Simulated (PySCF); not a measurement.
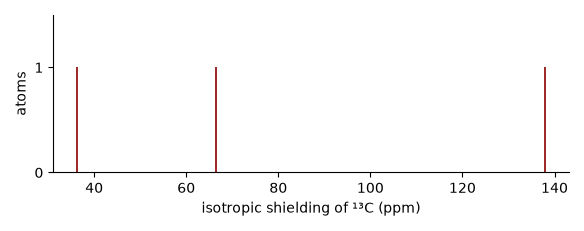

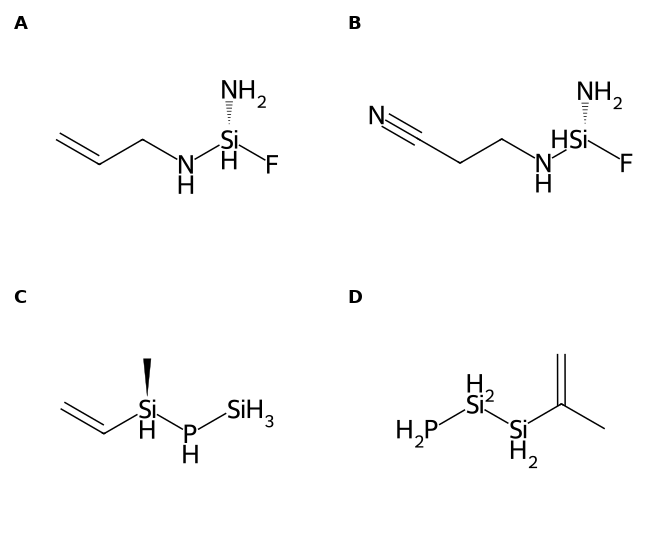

The sticks are computed shieldings of one of the molecules, for one fixed geometry (GFN2-xTB) without averaging over rotations. Low shielding means a high chemical shift. Method: GIAO PBE0/pcSseg-1 NMR shielding, non-relativistic, gas phase (PySCF 2.14.0).

Question: Which molecule gives this pattern?

Answer: A, `C=CCN[Si@H](N)F`. Its 3 C atoms give lines at 36.2, 66.4, 138.0 ppm.

The geometry is semi-empirical. Around P, Si such bond lengths and angles can be off by a tenth of an ångström or more and by several degrees, and values that hang on the shape move with them.
